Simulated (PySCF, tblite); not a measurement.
# Ge₂₆H₃₄: electronic excitations

What do calculations give for the electronic excitations of Ge₂₆H₃₄?

Computed with tblite 0.8.0 and PySCF 2.14.0 and routines of our own; the level stands in each step. Atoms count from 0.

## Step 1: The starting structure

60 atoms, charge 0, multiplicity 1; geometry from: force field, distance geometry or constructed start.

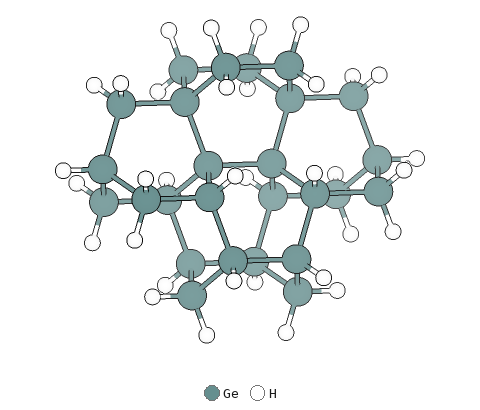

The starting geometry (germanium teal, hydrogen white).

## Step 2: Geometry optimisation with GFN2-xTB

What the job is given:

```
{"job": {"kind": "relax", "xc": "GFN2-xTB", "basis": "xTB"}, "charge": 0, "multiplicity": 1}
Ge     0.004900     0.306200    -5.309900
Ge    -2.003600    -0.844400    -2.048600
Ge    -1.995200    -0.849300    -4.490600
Ge    -0.000700    -4.307400    -2.047900
Ge    -0.001000     0.306800     5.311700
Ge    -0.003300     0.307500     1.222400
Ge     0.000100     0.309700    -1.228300
Ge    -1.997000    -0.844300     4.493100
Ge    -1.997700    -0.849100     2.041300
Ge    -2.003200    -3.157600     1.226600
Ge    -2.002500    -3.158000    -1.227100
Ge    -0.002500    -4.313800     2.041700
Ge    -0.003400     2.618600    -2.036700
Ge     0.002200     2.617300    -4.494300
Ge    -2.002600     3.777900     1.225200
Ge    -0.001900     2.618500     4.497900
Ge    -2.000000     3.774700    -1.224100
Ge    -0.001100     2.614500     2.040700
Ge     1.999800    -0.845200    -2.039200
Ge     2.003200    -0.846100    -4.488900
Ge     1.998100    -0.843200     4.493100
Ge     1.999500    -0.845500     2.041500
Ge     2.003800    -3.152200     1.231600
Ge     1.996200    -3.161100    -1.226500
Ge     2.000900     3.775400     1.225900
Ge     1.994300     3.771900    -1.222500
H      0.000700     0.310300    -6.839000
H     -3.250200    -0.125100    -1.530500
H     -3.249000    -0.125300    -5.003600
H     -1.999300    -2.289000    -4.998200
H      0.003600    -4.311200    -3.572800
H     -0.001900    -5.753000    -1.531500
H     -0.001000     0.308100     6.836400
H     -3.247500    -0.127000     5.005300
H     -1.999200    -2.287600     4.998300
H     -3.249100    -0.123500     1.528800
H     -3.250400    -3.878000     1.730900
H     -3.248700    -3.875600    -1.737600
H      0.001100    -4.315700     3.571600
H     -0.004800    -5.750900     1.532900
H     -1.249300     3.336800    -4.997800
H      1.255100     3.333500    -4.997900
H     -1.995500     5.216300     1.731400
H     -3.247000     3.051000     1.733200
H     -1.252900     3.340800     5.004000
H      1.247300     3.340700     4.998200
H     -1.998000     5.215400    -1.735600
H     -3.249900     3.054100    -1.732700
H      3.251200    -0.125300    -1.531500
H      3.251500    -0.125000    -4.999600
H      1.999500    -2.296700    -4.998500
H      3.256200    -0.124400     5.001300
H      2.000000    -2.289800     5.001700
H      3.246200    -0.127300     1.528700
H      3.250300    -3.879000     1.736500
H      3.249100    -3.875100    -1.734400
H      2.007000     5.209600     1.733100
H      3.252300     3.059100     1.734300
H      2.000500     5.214600    -1.731000
H      3.248700     3.053500    -1.736000
```

Started as:

```bash
OMP_NUM_THREADS=4 python large_run.py task.json out
```

One launch serves the whole session: the jobs run in the order shown.

The program printed:

```text
step      E/eV     max force
  0   -1845.50031    0.638
  1   -1845.60217    0.483
  2   -1845.80289    0.320
  3   -1845.84034    0.293
  4   -1845.93626    0.233
  5   -1845.94555    0.187
  6   -1845.96252    0.126
  7   -1845.97312    0.129
  8   -1845.98171    0.123
  9   -1845.98597    0.112
 10   -1845.99082    0.136
 11   -1845.99719    0.158
 12   -1846.00595    0.252
 13   -1846.01603    0.285
 14   -1846.02526    0.223
 15   -1846.03137    0.120
 16   -1846.03481    0.065
 17   -1846.03690    0.070
 18   -1846.03882    0.099
 19   -1846.04121    0.107
 20   -1846.04402    0.089
 21   -1846.04688    0.065
 22   -1846.04942    0.077
 23   -1846.05158    0.069
 24   -1846.05346    0.085
 25   -1846.05519    0.078
 26   -1846.05681    0.071
 27   -1846.05831    0.075
 28   -1846.05954    0.050
 29   -1846.06041    0.036
 30   -1846.06103    0.040
 31   -1846.06154    0.040
 32   -1846.06198    0.027
 33   -1846.06237    0.028
 34   -1846.06272    0.024
 35   -1846.06305    0.028
 36   -1846.06336    0.024
 37   -1846.06359    0.022
 38   -1846.06375    0.016
```

It took 16 s on 4 threads of Arm Neoverse N1, shared host; peak memory 0.17 GiB.

Step by step:

| step | energy from step 0 (eV) | largest force (eV/Å) |
| --- | --- | --- |
| 0 | 0.0000 | 0.6382 |
| 1 | -0.1019 | 0.4832 |
| 2 | -0.3026 | 0.3202 |
| 3 | -0.3400 | 0.2929 |
| 4 | -0.4360 | 0.2325 |
| 5 | -0.4452 | 0.1868 |
| 6 | -0.4622 | 0.1260 |
| 7 | -0.4728 | 0.1297 |
| 8 | -0.4814 | 0.1237 |
| 10 | -0.4905 | 0.1365 |
| 12 | -0.5056 | 0.2520 |
| 15 | -0.5311 | 0.1199 |
| 17 | -0.5366 | 0.0702 |
| 19 | -0.5409 | 0.1080 |
| 22 | -0.5491 | 0.0762 |
| 24 | -0.5532 | 0.0850 |
| 26 | -0.5565 | 0.0712 |
| 29 | -0.5601 | 0.0369 |
| 31 | -0.5612 | 0.0402 |
| 34 | -0.5624 | 0.0233 |
| 35 | -0.5627 | 0.0279 |
| 36 | -0.5631 | 0.0246 |
| 37 | -0.5633 | 0.0214 |
| 38 | -0.5634 | 0.0161 |

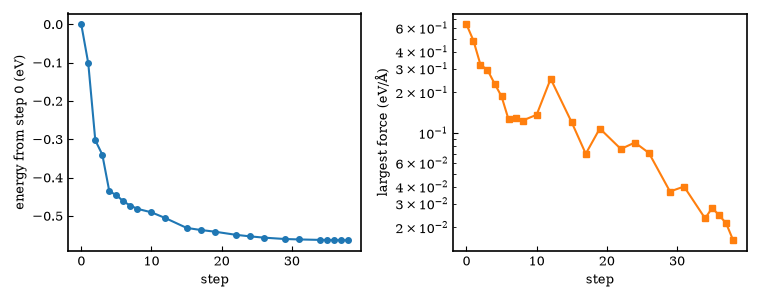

Energy and force, step by step.

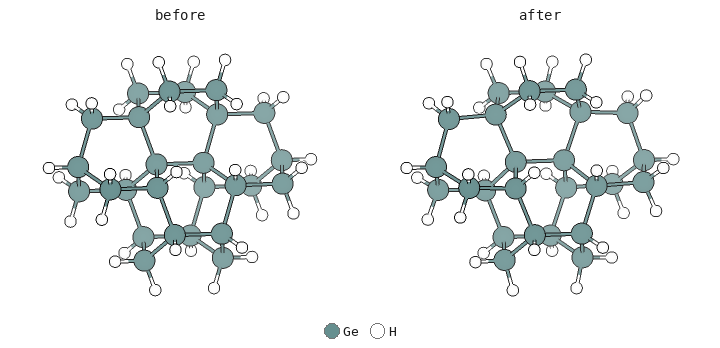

Before and after, at one scale.

Distances of close pairs at the start and the end, largest changes first:

| bond | before (Å) | after (Å) | change (Å) |
| --- | --- | --- | --- |
| Ge5–Ge6 | 2.451 | 2.516 | +0.065 |
| Ge6–Ge12 | 2.446 | 2.501 | +0.054 |
| Ge5–Ge17 | 2.448 | 2.500 | +0.052 |
| Ge5–Ge8 | 2.447 | 2.486 | +0.039 |
| Ge6–Ge18 | 2.447 | 2.486 | +0.039 |
| Ge5–Ge21 | 2.452 | 2.487 | +0.035 |
| Ge1–Ge6 | 2.453 | 2.486 | +0.033 |
| Ge4–Ge15 | 2.451 | 2.419 | -0.032 |

The next job starts from the end point, and lists it.

## Step 3: Electronic excitations: TDDFT PBE/def2-SVP

What the job is given:

```
{"job": {"kind": "uv", "basis": "def2-SVP", "grid": 1, "kgrid": 0, "vcut": null, "nstates": 6, "ntriplets": 2, "tda": false, "delta": ["ip_vertical"], "pop": true, "xc": "PBE"}, "charge": 0, "multiplicity": 1}
Ge     0.002148     0.281653    -5.425216
Ge    -1.936606    -0.900058    -2.113754
Ge    -1.976163    -0.800466    -4.547487
Ge     0.000058    -4.309613    -2.032816
Ge     0.000164     0.282523     5.425270
Ge    -0.001015     0.403248     1.257972
Ge    -0.000054     0.403468    -1.257704
Ge    -1.977178    -0.800798     4.547640
Ge    -1.936870    -0.900365     2.113529
Ge    -1.995107    -3.185118     1.226393
Ge    -1.994547    -3.184531    -1.227287
Ge    -0.001371    -4.310444     2.032473
Ge     0.000559     2.715041    -2.211212
Ge     0.001812     2.576378    -4.658999
Ge    -1.963024     3.769532     1.209502
Ge    -0.000670     2.577134     4.659009
Ge    -1.963374     3.769292    -1.208887
Ge     0.000381     2.714723     2.210976
Ge     1.936810    -0.900591    -2.111927
Ge     1.978770    -0.801266    -4.545728
Ge     1.977875    -0.799676     4.547048
Ge     1.936180    -0.900483     2.113546
Ge     1.993154    -3.185281     1.227757
Ge     1.994038    -3.185426    -1.225665
Ge     1.964429     3.768421     1.209250
Ge     1.964419     3.769042    -1.209073
H      0.002440     0.282531    -6.958681
H     -3.211293    -0.184473    -1.628475
H     -3.244214    -0.163000    -5.090967
H     -2.064770    -2.214042    -5.110228
H      0.000235    -4.363305    -3.554772
H     -0.000565    -5.784423    -1.664621
H      0.000441     0.283842     6.958560
H     -3.245614    -0.163989     5.090319
H     -2.065121    -2.214180     5.110888
H     -3.211779    -0.184280     1.628307
H     -3.233205    -3.904368     1.785473
H     -3.232094    -3.904539    -1.787096
H     -0.001892    -4.366157     3.554341
H     -0.001459    -5.784972     1.661769
H     -1.177191     3.383942    -5.186939
H      1.182766     3.382483    -5.184506
H     -2.132247     5.194349     1.716817
H     -3.232950     3.112650     1.728341
H     -1.181498     3.383286     5.184869
H      1.178830     3.384782     5.185949
H     -2.133030     5.193927    -1.716921
H     -3.232780     3.111046    -1.727627
H      3.211471    -0.184612    -1.625986
H      3.247099    -0.164665    -5.088510
H      2.067231    -2.214327    -5.108175
H      3.245672    -0.161553     5.088853
H      2.067556    -2.212386     5.110716
H      3.210918    -0.185328     1.626732
H      3.230312    -3.905238     1.787540
H      3.231487    -3.905038    -1.785090
H      2.134370     5.193024     1.717540
H      3.232939     3.108531     1.727731
H      2.133477     5.193947    -1.716326
H      3.233545     3.110893    -1.727954
```

Method: TDDFT PBE/def2-SVP, vertical, gas phase, core orbitals frozen in the response.

The program printed:

```text
start: PBE on a coarse grid of 256682 points
cycle   1  E = -54007.6612810205  dE = -1.288e+01  |g| = 2.311e+00  |ddm| = 9.529e+00
cycle   2  E = -54007.3641374806  dE =  2.971e-01  |g| = 2.813e+00  |ddm| = 3.455e+00
cycle   3  E = -54008.0831154055  dE = -7.190e-01  |g| = 3.300e-01  |ddm| = 2.482e+00
cycle   4  E = -54008.1208819493  dE = -3.777e-02  |g| = 1.003e-01  |ddm| = 7.190e-01
cycle   5  E = -54008.1236646714  dE = -2.783e-03  |g| = 5.126e-02  |ddm| = 2.425e-01
cycle   6  E = -54008.1245326807  dE = -8.680e-04  |g| = 9.322e-03  |ddm| = 9.658e-02
final grid: 256682 points
cycle   7  E = -54008.1244749028  dE =  5.778e-05  |g| = 1.847e-02  |ddm| = 4.485e-02
cycle   8  E = -54008.1239817500  dE =  4.932e-04  |g| = 4.169e-02  |ddm| = 9.698e-02
cycle   9  E = -54008.1245289073  dE = -5.472e-04  |g| = 6.857e-03  |ddm| = 7.397e-02
cycle  10  E = -54008.1245535349  dE = -2.463e-05  |g| = 1.162e-03  |ddm| = 1.253e-02
cycle  11  E = -54008.1245692027  dE = -1.567e-05  |g| = 2.526e-04  |ddm| = 2.015e-03
cycle  12  E = -54008.1245672956  dE =  1.907e-06  |g| = 1.004e-04  |ddm| = 5.153e-04
cycle  13  E = -54008.1245533106  dE =  1.399e-05  |g| = 2.509e-05  |ddm| = 1.943e-04
cycle  14  E = -54008.1245596234  dE = -6.313e-06  |g| = 8.557e-06  |ddm| = 6.882e-05
converged SCF energy = -54008.1245596234
Vertical ionisation energy (delta-SCF) = 7.1177 eV   <S^2> = 0.751

Static polarisability (au): isotropic 864.404, principal 687.291 879.362 1026.559

Singlet excitations
state   eV       nm        f      main configurations
  1   3.6206    342.4   0.01809   H->L 0.96
  2   3.6428    340.4   0.00042   H->L+1 0.96
  3   3.7030    334.8   0.00000   H->L+2 0.99
  4   3.7152    333.7   0.00998   H-1->L 0.98
  5   3.7213    333.2   0.00000   H-1->L+1 0.99
  6   3.7479    330.8   0.00779   H-2->L+1 0.97

Triplet excitations (Tamm-Dancoff, eV): 3.4491 3.5044
```

Run time: 5.5 min. Hardware: 4 threads of Arm Neoverse N1, shared host; peak memory 3.6 GiB.

Frontier orbitals and where they lie:

| orbital | eV | atoms |
| --- | --- | --- |
| HOMO−4 | -6.22 | Ge11 15 %, Ge3 15 %, Ge10 9 % |
| HOMO−3 | -6.18 | Ge15 7 %, Ge13 7 %, Ge17 6 % |
| HOMO−2 | -5.89 | Ge6 14 %, Ge5 14 %, Ge12 5 % |
| HOMO−1 | -5.88 | Ge6 12 %, Ge5 12 %, Ge1 9 % |
| HOMO | -5.78 | Ge12 10 %, Ge17 10 %, Ge6 9 % |
| LUMO | -2.25 | Ge6 13 %, Ge5 13 %, Ge12 8 % |
| LUMO+1 | -2.20 | Ge17 9 %, Ge12 9 %, Ge5 8 % |
| LUMO+2 | -2.13 | Ge5 10 %, Ge6 10 %, Ge21 6 % |
| LUMO+3 | -1.95 | Ge9 6 %, Ge10 6 %, Ge23 6 % |

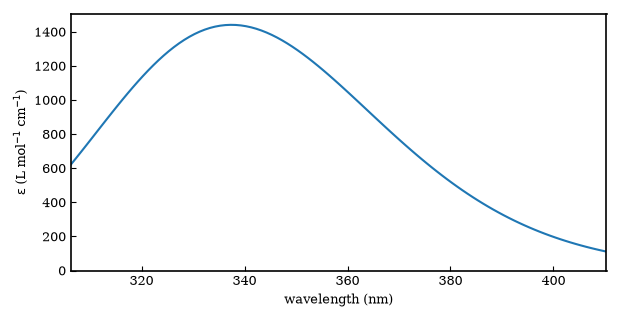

Absorption spectrum: each of the 6 states is a Gaussian band of 0.4 eV half-width at 1/e. Beyond the last state computed it falls off for lack of states.

Ground-state properties from the same run:

| property | computed |
| --- | --- |
| dipole moment (D) | 0.15 |
| polarisability (Å³) | 128.09 |
| HOMO–LUMO gap (eV) | 3.53 |
| −ε(HOMO) (eV) | 5.78 |

## Step 4: Summary of results

```
                     quantity                        value
lowest singlet (PBE/def2-SVP)  3.62 eV (342 nm), f = 0.018
               lowest triplet                      3.45 eV
```

In words: The lowest singlet, at 3.62 eV, is HOMO→LUMO 0.96 and is weak. The lowest triplet lies 0.17 eV below the lowest singlet (triplets in Tamm-Dancoff, singlets in full TDDFT).
